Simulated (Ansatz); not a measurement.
The starting structures come from a database of crystals and need not be the phases stable at ambient conditions.

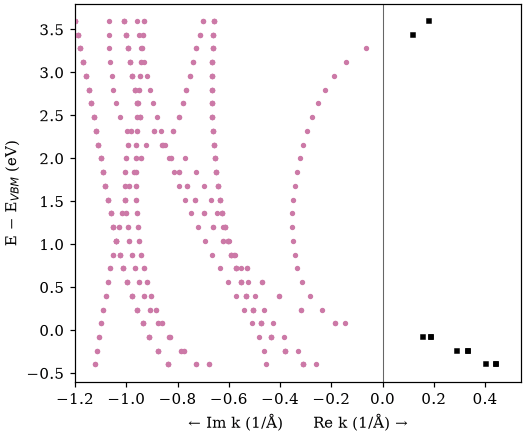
Figure. Complex bands at the centre of the two-dimensional zone; r2SCAN run with Ansatz (a program for electronic structure)

No gap correction and no spin-orbit coupling; mid-gap is the computed energy nearest the middle.

Question: This is MgO (Pm-3n, 12 atoms a cell, 15.0 Å³ an atom, -3 GPa at this level) along the normal of (111). Read off the slowest decay at the centre of the two-dimensional zone at 1.68 eV, the computed energy nearest the middle of the gap.

Answer: κ ≈ 0.34 1/Å, a decay length 1/(2κ) of the density of 1.5 Å.
